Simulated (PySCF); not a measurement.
**Frequency calculation, with input and output: In3**

System: In3, multiplicity 2.
Method: UKS-based PBE0, In def2-TZVP with ECP28; non-relativistic Hamiltonian with a scalar-relativistic core potential; density fitting (PySCF 2.14.0).

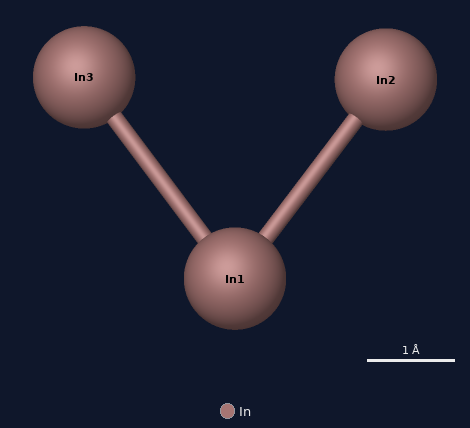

**Figure 1.** The input geometry (ball-and-stick view, seen at a tilt; atoms are numbered from 1 in the order of the input). Sticks mark near contacts. Bond lengths as drawn: In–In 2.93 Å.

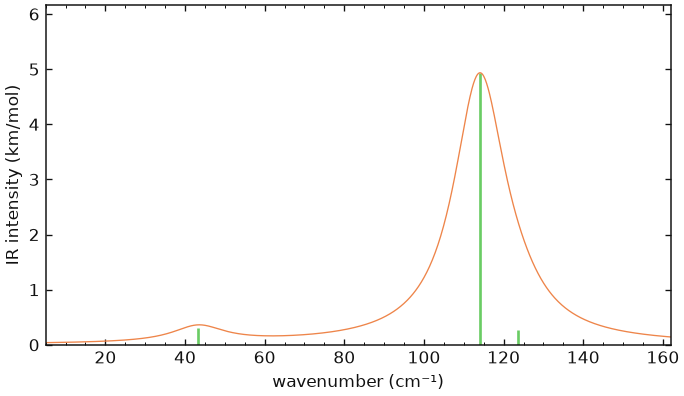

**Figure 2.** Harmonic infrared spectrum, unscaled: sticks (degenerate modes added up, dark ones marked on the axis) with a Lorentzian envelope of 16 cm⁻¹ full width, scaled to the tallest stick. 3 modes from 43 to 124 cm⁻¹, none imaginary. The strongest line is at 114 cm⁻¹ (4.9 km/mol). All modes, in cm⁻¹ (km/mol): 43 (0.3), 114 (4.9), 124 (0.3).

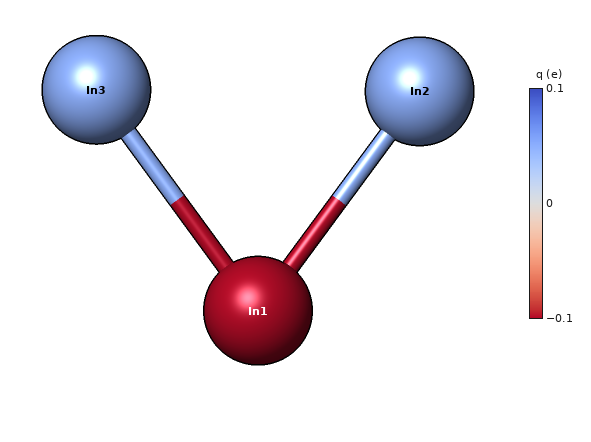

**Figure 3.** Mulliken charges, as the colour of each atom (ball-and-stick view, seen on its broad side; atoms are numbered from 1 in the order of the input; Mulliken charges depend strongly on the basis). By element: In −0.10 to +0.05 e.

The input and output of the run follow.

## Input file
```python
from pyscf import gto, scf, dft
mol = gto.M(atom='''
In     0.000000    -1.575296     0.000000
In     1.735814     0.787648     0.000000
In    -1.735814     0.787648     0.000000''',
    basis={'In': 'def2-TZVP'},
    ecp={'In': 'def2-TZVP'},
    charge=0, spin=1)
mf = dft.UKS(mol, xc='PBE0')
mf.grids.atom_grid = (75, 302)
aux = {'In': 'def2-universal-JKFIT'}
mf = mf.density_fit(auxbasis=aux)
mf.conv_tol = 1e-09
mf.diis_space = 10
mf.max_cycle = 60
mf.verbose = 4
mf.kernel()
```

The script is an equivalent of the set-up of the self-consistent field. The run itself was carried out by a driver, which started from the orbitals of the step before it where there was one and computed the further properties.

Run as:
```bash
OMP_NUM_THREADS=4 python axn.py task.json out
```

## Log
```
init E= -570.437277083468
  alpha nocc = 32  HOMO = -0.157549228220888  LUMO = -0.0837503957879129
  beta  nocc = 31  HOMO = -0.161123207528543  LUMO = -0.0984421904435075
  HOMO = -0.157549228221  LUMO = -0.0984421904435  gap/eV = 1.60838
cycle= 1 E= -570.437277083463  delta_E= 4.55e-12  |g|= 3.84e-06  |ddm|= 1.25e-05
  alpha nocc = 32  HOMO = -0.157548947630015  LUMO = -0.0837501912743912
  beta  nocc = 31  HOMO = -0.161123114520419  LUMO = -0.0984423943754171
  HOMO = -0.15754894763  LUMO = -0.0984423943754  gap/eV = 1.60837
Extra cycle  E= -570.437277083445  delta_E= 1.8e-11  |g|= 7.04e-06  |ddm|= 2.05e-05
converged SCF energy = -570.437277083445  <S^2> = 1.7654179  2S+1 = 2.8393083
```

## Summary

| quantity | value |
| --- | --- |
| outcome | converged |
| total energy | −570.437277 hartree |
| ⟨S²⟩ | 1.765 |
| zero-point energy | 0.000640 hartree |
| dipole moment | 0.51 D |
| wavenumbers, lowest and highest | 43 and 124 cm⁻¹ |
| hardware | 4 threads of Intel Xeon @ 2.50GHz (Skylake/Cascade Lake), 32 GiB of memory available, shared host |
| wall time | 2.1 min (CPU time 7 min) |
| peak memory | 1.4 GiB |

## Remarks

Checks after the run noted: spin contamination. ⟨S²⟩ is 1.77 against 0.75 for a pure state: the solution is spin-contaminated.
